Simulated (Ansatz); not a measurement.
**Resistivity from frozen vibrations: Al(111) with 4 thermally displaced layers, 2x2**

Wanted: the phonon-limited resistivity of Al at 500 K by the Landauer route.

Method: Ansatz plane-wave DFT, PBE, PAW files; ballistic transport by layer matching (Landauer), zero bias; PAW set soft_1, in Ansatz 0.2.0.

### 1. The structure

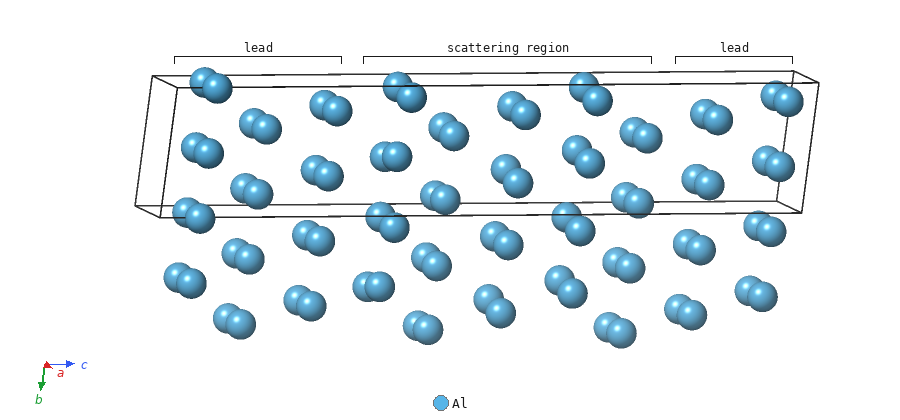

The starting structure, seen from the side, with the c axis across the page (aluminium blue). 1×2×1 cells are drawn.

The cell holds 40 atoms: 40 Al. Its edges and angles: a = 5.725 Å, b = 5.725 Å, c = 23.429 Å, α = 93.5°, β = 86.5°, γ = 120.0°. It derives from Al. Regions: lead, 24 atoms (24 Al); scattering region, 16 atoms (16 Al). The structure is stacked along c, and the current runs across the ab planes.

### 2. With 4 displaced layers

Each atom of 4 layers is moved at random, by amounts drawn from a normal law 0.1226 Å wide in each direction from the Debye model (428 K) at 500 K. The layers about the cell's end stay perfect and serve as the lead. Disorder leaves little or no symmetry, which makes such runs dear. Energies from -0.05 to 0.05 eV in steps of 0.05 eV are too few for the program's thermal sum, so it prints no conductance; for a metal the transmission near the Fermi level serves, at a fraction of the cost.

The input, input.yaml:

```yaml
crystal:
  lattice:
    - [5.7246940741, 0.0, 0.0]
    - [-2.862347037, 4.957730497, 0.0]
    - [1.4311735185, -0.8262884162, 23.3709656917]
  atoms:
    - { symbol: Al, position: [0.9916666667, 0.0083333333, 0.05] }
    - { symbol: Al, position: [0.9916666667, 0.5083333333, 0.05] }
    - { symbol: Al, position: [0.4916666667, 0.0083333333, 0.05] }
    - { symbol: Al, position: [0.4916666667, 0.5083333333, 0.05] }
    - { symbol: Al, position: [0.1416666667, 0.3583333333, 0.15] }
    - { symbol: Al, position: [0.1416666667, 0.8583333333, 0.15] }
    - { symbol: Al, position: [0.6416666667, 0.3583333333, 0.15] }
    - { symbol: Al, position: [0.6416666667, 0.8583333333, 0.15] }
    - { symbol: Al, position: [0.2916666667, 0.2083333333, 0.25] }
    - { symbol: Al, position: [0.2916666667, 0.7083333333, 0.25] }
    - { symbol: Al, position: [0.7916666667, 0.2083333333, 0.25] }
    - { symbol: Al, position: [0.7916666667, 0.7083333333, 0.25] }
    - { symbol: Al, position: [0.9581344125, 0.0930159399, 0.3564221828] }
    - { symbol: Al, position: [0.9275202609, 0.5505067685, 0.3472345069] }
    - { symbol: Al, position: [0.452517499, 0.0576002021, 0.3539165129] }
    - { symbol: Al, position: [0.4215661154, 0.5969733153, 0.3494943298] }
    - { symbol: Al, position: [0.1048753939, 0.4046261665, 0.4480120859] }
    - { symbol: Al, position: [0.1119485603, 0.9285378693, 0.4489379755] }
    - { symbol: Al, position: [0.597631569, 0.4245227942, 0.4454361146] }
    - { symbol: Al, position: [0.5647151345, 0.9175110256, 0.4464836922] }
    - { symbol: Al, position: [0.1909037825, 0.2378016916, 0.5475480156] }
    - { symbol: Al, position: [0.1976444752, 0.7214724326, 0.5501921211] }
    - { symbol: Al, position: [0.7586431282, 0.251920554, 0.546100737] }
    - { symbol: Al, position: [0.7590355399, 0.7758008257, 0.5484268068] }
    - { symbol: Al, position: [0.9163972861, 0.1339317929, 0.6489147635] }
    - { symbol: Al, position: [0.8783317002, 0.6171434194, 0.6512980784] }
    - { symbol: Al, position: [0.3998908584, 0.0760009465, 0.6465306393] }
    - { symbol: Al, position: [0.3521809806, 0.5655798993, 0.6506629965] }
    - { symbol: Al, position: [0.0416666667, 0.4583333333, 0.75] }
    - { symbol: Al, position: [0.0416666667, 0.9583333333, 0.75] }
    - { symbol: Al, position: [0.5416666667, 0.4583333333, 0.75] }
    - { symbol: Al, position: [0.5416666667, 0.9583333333, 0.75] }
    - { symbol: Al, position: [0.1916666667, 0.3083333333, 0.85] }
    - { symbol: Al, position: [0.1916666667, 0.8083333333, 0.85] }
    - { symbol: Al, position: [0.6916666667, 0.3083333333, 0.85] }
    - { symbol: Al, position: [0.6916666667, 0.8083333333, 0.85] }
    - { symbol: Al, position: [0.8416666667, 0.1583333333, 0.95] }
    - { symbol: Al, position: [0.8416666667, 0.6583333333, 0.95] }
    - { symbol: Al, position: [0.3416666667, 0.1583333333, 0.95] }
    - { symbol: Al, position: [0.3416666667, 0.6583333333, 0.95] }
kpoints:
  mp_grid: { grid: [5, 5, 1] }
hamiltonian:
  xc: pbe
  pseudopotentials: { kind: paw, azcp: { folder: soft_1 } }
scf:
  occupations: { method: fermi_dirac, width: 0.1 }
output:
  transmission:
    leads: [[0, 4]]
    kmesh: [10, 10]
    e_range: [-0.05, 0.05]
    de: 0.05
  write_potential: true
  write_density: true
  volumetric_format: npy
```

Run with:

```sh
$ ansatz run input.yaml --threads 4 --pin off --max-ram 15360MiB --backend cpu --events-out ev --progress --plain --runs-dir out
```

Numbers of over 12 decimals in the logs are rounded to 6 here.

Log:

```text
Engine: ansatz 0.2.0, aarch64-unknown-linux-gnu
Pseudopotentials: kind: paw
Pseudopotential: Al, paw, valence charge 3, recommended cutoff 420 eV (normal), soft_1/Al.paw.azcp
Functional definition: PBE
  parameter kappa = 0.804
  parameter beta = 0.066725
  exchange = pbe_x(kappa = kappa, mu = beta*pi^2/3)
  correlation = pbe_c(beta = beta)
Crystal: 40 atoms, lattice volume = 663.303 Å³
Basis set: ecut = 420 eV, 13043 PW (Γ)
Bands: 100, of which v1, the nominal top of the filled ones, is band 60 counted from 1 (59 counted from 0)
Symmetry: 1 space group operations
Space group: P1 (ITA 1), of the structure as read, at distance tolerance 8.7e-5 Å
k-points: 13 of 25 (time reversal used)
Non-local potential: Al, projectors of the file, l = 0: 2, l = 1: 2, l = 2: 1
PAW form: soft (Blöchl's): semilocal exchange-correlation on the pseudo side does not see the compensation charge
PAW one-centre angular grid: Al, 110 points (default); XC on 64 Gauss nodes
Initial density: superposition of atomic densities (chi_scale 0.1, normalization cell)
Initial wavefunctions: pseudopotential atomic-orbital guess
Functional: x = pbe(κ = 0.804, μ = 0.219515), c = pbe(β = 0.066725)
SCF iter   1: F=—  HF=-21500.561057 eV  |F-HF|=—  |Δ(HF+E_count)|=         —  Δρ=2.38e-2  dr2=5.96e0  ethr=3.10e-3  ⟨swp⟩=6.2  Hψ=5979  notcnv=0  defer=49
preconditioner: auto → Kerker (q_TF=auto, 2.052 Å⁻¹)  [metal: Δε(μ)=0.027 eV  Ē_g=6.731 eV  σ=0.100 eV  W_gap=0.07  n_scr=86 (ndim 8)  ℏωp=15.8 eV  f_vac=0.000  D(μ)=18.95/eV (n_scr^D=126)]
SCF iter   2: F=—  HF=-21499.722120 eV  |F-HF|=—  |Δ(HF+E_count)|=   8.39e-1  Δρ=1.55e-2  dr2=2.07e0  ethr=3.10e-3  ⟨swp⟩=1.3  Hψ=1509  notcnv=0  defer=61
SCF iter   3: F=—  HF=-21498.841793 eV  |F-HF|=—  |Δ(HF+E_count)|=   8.80e-1  Δρ=1.79e-3  dr2=2.96e-2  ethr=1.73e-3  ⟨swp⟩=2.0  Hψ=1466  notcnv=0  defer=110
SCF iter   4: F=—  HF=-21498.830908 eV  |F-HF|=—  |Δ(HF+E_count)|=   1.09e-2  Δρ=2.62e-4  dr2=1.18e-3  ethr=2.47e-5  ⟨swp⟩=2.9  Hψ=1959  notcnv=0  defer=114
SCF iter   5: F=—  HF=-21498.830572 eV  |F-HF|=—  |Δ(HF+E_count)|=   3.36e-4  Δρ=2.29e-5  dr2=1.17e-5  ethr=9.84e-7  ⟨swp⟩=2.5  Hψ=1928  notcnv=0  defer=114
SCF iter   6: F=—  HF=-21498.830597 eV  |F-HF|=—  |Δ(HF+E_count)|=   2.48e-5  Δρ=6.29e-6  dr2=3.06e-7  ethr=9.77e-9  ⟨swp⟩=1.8  Hψ=1343  notcnv=0  defer=114
SCF iter   7: F=-21498.830597 eV  HF=-21498.830597 eV  |F-HF|=9.98e-9  |Δ(HF+E_count)|=   5.76e-9  Δρ=1.40e-6  dr2=2.10e-8  ethr=8.33e-11  ⟨swp⟩=13.1  Hψ=5243  notcnv=0
SCF 1 converged in 7 iterations: F = -21498.830597 eV  dr2 = 2.10e-8
  greatest PAW one-centre occupation: 0.456 electrons in one spin orbital (limit 2), on the Al atom at site 20 (counted from 0), in its partial waves of l = 0
transmission: 159 of 1508 steps passed
transmission: 306 of 1508 steps passed
[...]
transmission: 1508 of 1508 steps passed
SCF converged after 7 iterations
Free energy (F): -21498.830597 eV
Harris-Foulkes:  -21498.830597 eV  (|F-HF|=9.98e-9)
Internal energy: -21498.197416 eV  (E = F + TS)
E sigma→0 (E₀):  -21498.514006 eV
Entropy (-TS):   -0.633181 eV (-15.830 meV/atom)
Fermi energy:    7.922614 eV
--- Per-component energies (eV) ---
  E_band       = 415.240435
  E_kinetic    = 900.938379
  E_local      = 399.899968  (includes V_loc(G=0)·N_el)
  E_nonlocal   = 401.375434
  E_hartree    = 9.715709
  E_xc         = -1507.059100
  E_vxc        = -1166.124919  (∫ρ·V_xc dr)
  E_paw        = -18776.774110  (= ΣΔE_a)
  E_vpaw       = -140.279975  (= ΣTr[D̂ρ^β])
  E_aug_tail   = -0.000083  (compensation charges beyond the density's cutoff)
  E_ewald      = -2926.293612
  E_smearing   = -0.633181  (= −TS)
  E_closure    = -0.000000  (closes the sum)
  Σ components = -21498.830597   (vs F -21498.830597, Δ=0.00e0)
--- Band table (eV; the first three rows and the last of 13) ---
  k-point 0: bands = [... 56 lower, 6.3028, 6.7128, 6.7477, 6.7606, 6.7767, 7.0967, 7.1423, 7.1752, ... 36 higher]
  k-point 1: bands = [... 56 lower, 6.7117, 6.8642, 7.0459, 7.2096, 7.3133, 7.3788, 7.5251, 7.5985, ... 36 higher]
  k-point 2: bands = [... 56 lower, 7.8423, 7.8843, 8.0303, 8.0886, 8.1557, 8.1802, 8.2299, 8.3613, ... 36 higher]
  k-point 12: bands = [... 56 lower, 7.4626, 7.5339, 7.7812, 7.9455, 7.9718, 8.0134, 8.0734, 8.1019, ... 36 higher]
--- Transmission ---
  basis      : 253 plane waves across, 29 finite elements along
  points     : 52, standing for a mesh of 10 x 10
  energies   : 3 from -0.050000 to 0.050000 eV about the Fermi level, 0.050000 eV apart; the leads are filled to 0.000000 eV, and channels, transmission and decay are at 0.000000 eV
  crystal 0  : Al4, at the sites [0, 4], period 2.3371 Å, over 14.02 Å; its Hamiltonian steps by up to 6.9 meV
    offset         : up to 0.0000 Å between an atom of the period and one for which it stands
    channels       : 5.410000e0 a spin
    conductance    : none, the energies end too early or step too widely for 300 K: set another output.transmission.e_range or a lower de, or, where they end at an eighth of basis.ecutwfc, a higher one
  junction   : crystal 0 to crystal 0, 0.70 to 21.73 Å
    transmission   : 4.992616e0 a spin
    conductance    : none, the energies end too early or step too widely for 300 K: set another output.transmission.e_range or a lower de, or, where they end at an eighth of basis.ecutwfc, a higher one
```

Elapsed: 8 min, on 4 threads of Arm Neoverse V1, shared host; peak memory 1.7 GiB.

Reading the cycles: dr2 is the Hartree energy of the density residual (eV), the measure of convergence; HF is the Harris–Foulkes estimate of the energy, which meets the free energy F at convergence.

Numbers from this step:

```yaml
free_energy: -21498.8306 eV
energy_at_zero_smearing: -21498.5140 eV
fermi_energy: 7.923 eV
cell_area: 28.38 Å²
transmission_per_spin_nearest_the_fermi_level: 4.993
open_channels_per_spin_nearest_the_fermi_level: 5.41
step_of_the_lead_s_potential: 6.9 meV
```

Per spin. Table of transmission, zone mean by energy, zero at the Fermi level:

| energy (eV) | transmission, zone mean |
| --- | --- |
| -0.0500 | 4.90 |
| 0.0000 | 4.99 |
| 0.0500 | 5.11 |

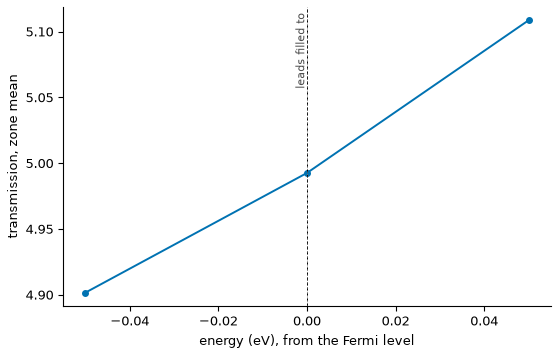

Transmission, zone mean against energy.

Per spin. Open channels, zone mean, lead against energy, zero at the Fermi level:

```csv
energy (eV),"open channels, zone mean, lead"
-0.0500,5.29
0.0000,5.41
0.0500,5.59
```

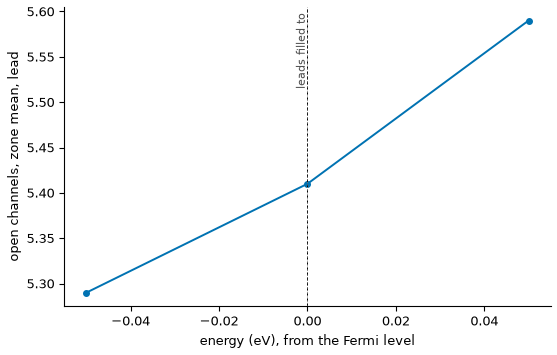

Open channels, zone mean, lead, plotted against energy.

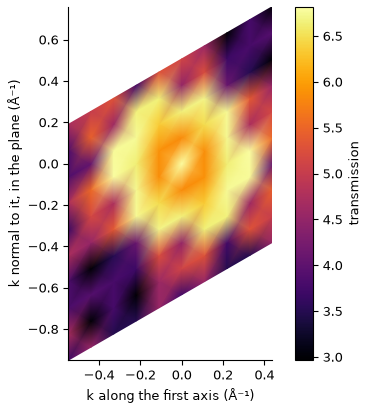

Transmission over k1 and k2. At 0.0000 eV from the Fermi level.

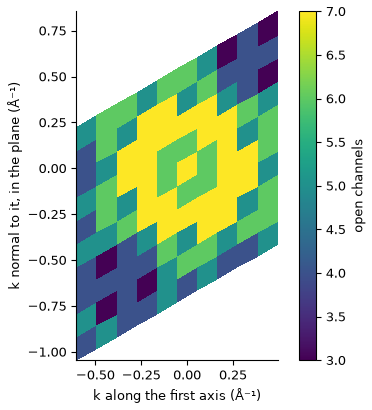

Open channels over k1 and k2. At 0.0000 eV from the Fermi level.

Over the solved energies the transmission per spin lies between 4.90 and 5.11, out of 5.43 channels of the lead on average (up to 5.59).

### 3. With 8 displaced layers

System of this step: Al(111) with 8 thermally displaced layers, 2x2. The cell holds 56 atoms: 56 Al. Cell: a = 5.725 Å, b = 5.725 Å, c = 32.761 Å, α = 87.5°, β = 92.5°, γ = 120.0°. It derives from Al. Regions: lead, 24 atoms (24 Al); scattering region, 32 atoms (32 Al). The structure is stacked along c, and the current runs across the ab planes.

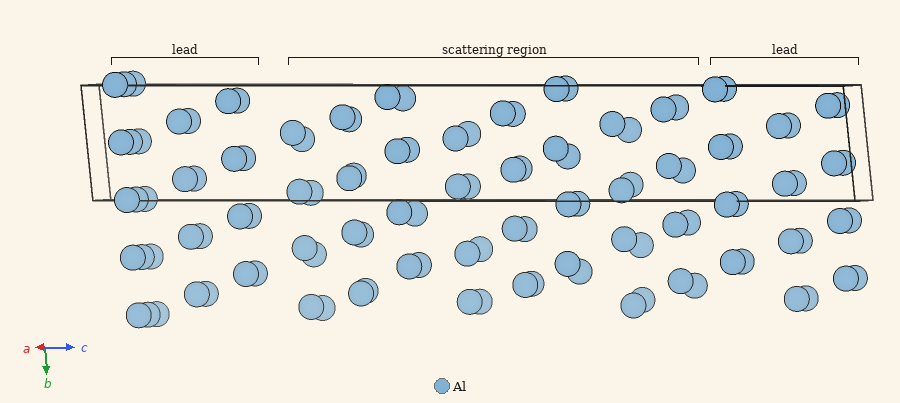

The cell of this step (aluminium light blue). 1×2×1 cells are drawn. Some periodic images of atoms are drawn too.

The input, input.yaml:

```yaml
crystal:
  lattice:
    - [5.7246940741, 0.0, 0.0]
    - [-2.862347037, 4.957730497, 0.0]
    - [-1.4311735185, 0.8262884162, 32.7193519684]
  atoms:
    - { symbol: Al, position: [0.005952381, 0.994047619, 0.0357142857] }
    - { symbol: Al, position: [0.005952381, 0.494047619, 0.0357142857] }
    - { symbol: Al, position: [0.505952381, 0.994047619, 0.0357142857] }
    - { symbol: Al, position: [0.505952381, 0.494047619, 0.0357142857] }
    - { symbol: Al, position: [0.1845238095, 0.3154761905, 0.1071428571] }
    - { symbol: Al, position: [0.1845238095, 0.8154761905, 0.1071428571] }
    - { symbol: Al, position: [0.6845238095, 0.3154761905, 0.1071428571] }
    - { symbol: Al, position: [0.6845238095, 0.8154761905, 0.1071428571] }
    - { symbol: Al, position: [0.3630952381, 0.1369047619, 0.1785714286] }
    - { symbol: Al, position: [0.3630952381, 0.6369047619, 0.1785714286] }
    - { symbol: Al, position: [0.8630952381, 0.1369047619, 0.1785714286] }
    - { symbol: Al, position: [0.8630952381, 0.6369047619, 0.1785714286] }
    - { symbol: Al, position: [0.0446994917, 0.9392058276, 0.2551900323] }
    - { symbol: Al, position: [0.0672671476, 0.4735909793, 0.2515046203] }
    - { symbol: Al, position: [0.5460456785, 0.9250242411, 0.2522995139] }
    - { symbol: Al, position: [0.5329388287, 0.4144196241, 0.2512998241] }
    - { symbol: Al, position: [0.2242624775, 0.2993548235, 0.3197840351] }
    - { symbol: Al, position: [0.2235381391, 0.7887840296, 0.3181464756] }
    - { symbol: Al, position: [0.7320627881, 0.2768598324, 0.3232731975] }
    - { symbol: Al, position: [0.7228697277, 0.8062344307, 0.3236953953] }
    - { symbol: Al, position: [0.4035956589, 0.1160257082, 0.3975756387] }
    - { symbol: Al, position: [0.4182567723, 0.5617411926, 0.3961649712] }
    - { symbol: Al, position: [0.9069770509, 0.0994987088, 0.3890866131] }
    - { symbol: Al, position: [0.9104822028, 0.5696470558, 0.3949806744] }
    - { symbol: Al, position: [0.0852906, 0.8832649157, 0.4631526138] }
    - { symbol: Al, position: [0.0533154521, 0.4277065713, 0.469957906] }
    - { symbol: Al, position: [0.5983646717, 0.8790239136, 0.4621322049] }
    - { symbol: Al, position: [0.6122258042, 0.4613973621, 0.4658633865] }
    - { symbol: Al, position: [0.2436410815, 0.2514029281, 0.5356520374] }
    - { symbol: Al, position: [0.2427546442, 0.7256501293, 0.5371647926] }
    - { symbol: Al, position: [0.7612557226, 0.2418874915, 0.5348839389] }
    - { symbol: Al, position: [0.7231894194, 0.7312764733, 0.5402331223] }
    - { symbol: Al, position: [0.4134831581, 0.0290545907, 0.6121411005] }
    - { symbol: Al, position: [0.4719699922, 0.6175479673, 0.6073770006] }
    - { symbol: Al, position: [0.9075805442, 0.0288647556, 0.6121013809] }
    - { symbol: Al, position: [0.9789806287, 0.5455870629, 0.6047191478] }
    - { symbol: Al, position: [0.1154265142, 0.8665479592, 0.6775580344] }
    - { symbol: Al, position: [0.1086620342, 0.390966432, 0.6826721431] }
    - { symbol: Al, position: [0.6246630207, 0.9098818556, 0.6769987071] }
    - { symbol: Al, position: [0.5927795971, 0.3349540978, 0.6731405527] }
    - { symbol: Al, position: [0.3017732628, 0.1933831329, 0.7521721095] }
    - { symbol: Al, position: [0.3201268356, 0.7405125581, 0.7530408715] }
    - { symbol: Al, position: [0.8116219636, 0.2060087891, 0.7473845269] }
    - { symbol: Al, position: [0.7692682791, 0.6969744525, 0.7457681507] }
    - { symbol: Al, position: [0.4702380952, 0.0297619048, 0.8214285714] }
    - { symbol: Al, position: [0.4702380952, 0.5297619048, 0.8214285714] }
    - { symbol: Al, position: [0.9702380952, 0.0297619048, 0.8214285714] }
    - { symbol: Al, position: [0.9702380952, 0.5297619048, 0.8214285714] }
    - { symbol: Al, position: [0.1488095238, 0.8511904762, 0.8928571429] }
    - { symbol: Al, position: [0.1488095238, 0.3511904762, 0.8928571429] }
    - { symbol: Al, position: [0.6488095238, 0.8511904762, 0.8928571429] }
    - { symbol: Al, position: [0.6488095238, 0.3511904762, 0.8928571429] }
    - { symbol: Al, position: [0.3273809524, 0.1726190476, 0.9642857143] }
    - { symbol: Al, position: [0.3273809524, 0.6726190476, 0.9642857143] }
    - { symbol: Al, position: [0.8273809524, 0.1726190476, 0.9642857143] }
    - { symbol: Al, position: [0.8273809524, 0.6726190476, 0.9642857143] }
kpoints:
  mp_grid: { grid: [5, 5, 1] }
hamiltonian:
  xc: pbe
  pseudopotentials: { kind: paw, azcp: { folder: soft_1 } }
scf:
  occupations: { method: fermi_dirac, width: 0.1 }
output:
  transmission:
    leads: [[0, 4]]
    kmesh: [10, 10]
    e_range: [-0.05, 0.05]
    de: 0.05
  write_potential: true
  write_density: true
  volumetric_format: npy
```

Log:

```text
[...]
Crystal: 56 atoms, lattice volume = 928.624 Å³
Basis set: ecut = 420 eV, 18271 PW (Γ)
Bands: 140, of which v1, the nominal top of the filled ones, is band 84 counted from 1 (83 counted from 0)
Symmetry: 1 space group operations
[...]
k-points: 13 of 25 (time reversal used)
[...]
SCF iter   1: F=—  HF=-30099.605934 eV  |F-HF|=—  |Δ(HF+E_count)|=         —  Δρ=2.46e-2  dr2=1.30e1  ethr=3.10e-3  ⟨swp⟩=6.8  Hψ=8705  notcnv=0  defer=46
[...]
SCF iter   7: F=-30096.809553 eV  HF=-30096.809553 eV  |F-HF|=3.56e-8  |Δ(HF+E_count)|=   7.11e-9  Δρ=1.86e-6  dr2=6.24e-8  ethr=5.95e-11  ⟨swp⟩=12.3  Hψ=7968  notcnv=0
SCF 1 converged in 7 iterations: F = -30096.809553 eV  dr2 = 6.24e-8
[...]
transmission: 222 of 2132 steps passed
transmission: 432 of 2132 steps passed
[...]
transmission: 2132 of 2132 steps passed
SCF converged after 7 iterations
Free energy (F): -30096.809553 eV
[...]
Internal energy: -30095.921317 eV  (E = F + TS)
E sigma→0 (E₀):  -30096.365435 eV
Entropy (-TS):   -0.888236 eV (-15.861 meV/atom)
Fermi energy:    7.923174 eV
[...]
--- Band table (eV; the first three rows and the last of 13) ---
  k-point 0: bands = [... 80 lower, 6.5184, 6.5651, 6.5771, 6.9993, 7.0392, 7.0826, 7.1157, 7.1678, ... 52 higher]
  k-point 1: bands = [... 80 lower, 6.9684, 7.0410, 7.1185, 7.1296, 7.1665, 7.5967, 7.6345, 7.6790, ... 52 higher]
  k-point 2: bands = [... 80 lower, 7.9632, 8.0251, 8.0782, 8.1072, 8.1434, 8.1837, 8.2366, 8.2690, ... 52 higher]
  k-point 12: bands = [... 80 lower, 7.7445, 7.8670, 7.8968, 7.9306, 7.9737, 7.9894, 8.0106, 8.0228, ... 52 higher]
--- Transmission ---
  basis      : 253 plane waves across, 41 finite elements along
  points     : 52, standing for a mesh of 10 x 10
[...]
channels       : 5.530000e0 a spin
[...]
junction   : crystal 0 to crystal 0, 0.70 to 31.08 Å
    transmission   : 4.607792e0 a spin
[...]
```

Elapsed: 12 min, on 4 threads; peak memory 3.1 GiB.

This step gave:

| Item | Value |
| --- | --- |
| free energy | -30096.8096 eV |
| energy at zero smearing | -30096.3654 eV |
| transmission per spin nearest the Fermi level | 4.608 |
| open channels per spin nearest the Fermi level | 5.53 |
| step of the lead's potential | 5.6 meV |

Per spin. The transmission, zone mean by energy, zero at the Fermi level:

```csv
energy (eV),"transmission, zone mean"
-0.0500,4.43
0.0000,4.61
0.0500,4.62
```

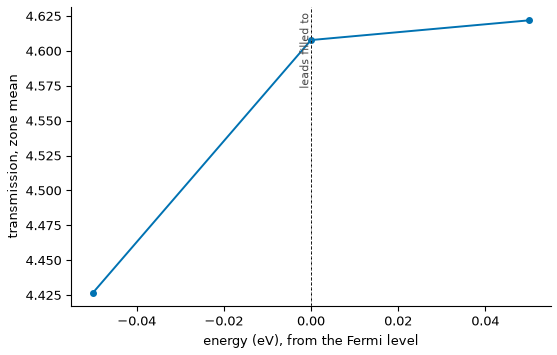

Transmission, zone mean, plotted against energy.

Over the solved energies the transmission per spin lies between 4.43 and 4.62, out of 5.45 channels of the lead on average (up to 5.57).

(Continued in part 2 of 2.)

[Logs are printed without paths, hosts, clocks, repeated set-up lines and the standing remarks that a program may print on its own settings, such as how far it seeks lower states.]

[Hosts, paths, dates, database ids (printed as entryN), source tags and the programs' standing remarks are cut or masked in the printed files.]
